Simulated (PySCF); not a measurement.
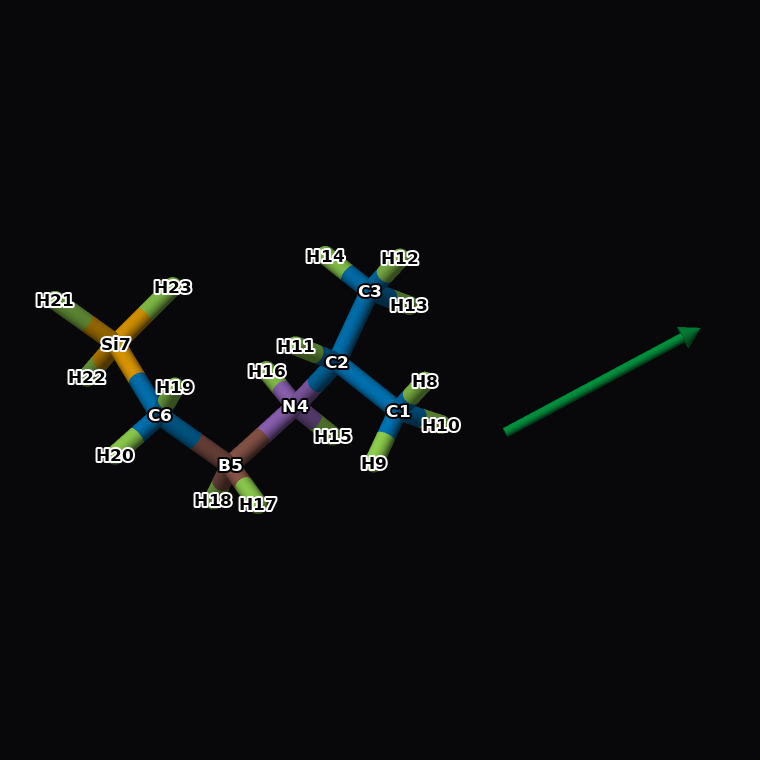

The arrow beside the molecule shows the direction of the dipole moment, from the negative to the positive end (its length means nothing). The geometry was computed by an optimisation with GFN2-xTB. No frequency run is at hand to confirm it as a minimum. Level of theory: PBE0/pcSseg-1, gas phase (PySCF 2.14.0).

Estimate the dipole moment.

Answer. 4.83 D; it points from the side of H20 to the side of H12, H13 (the outermost atoms at the two ends).

The geometry is semi-empirical. Around B, Si such bond lengths and angles can be off by a tenth of an ångström or more and by several degrees, and values that hang on the shape move with them.
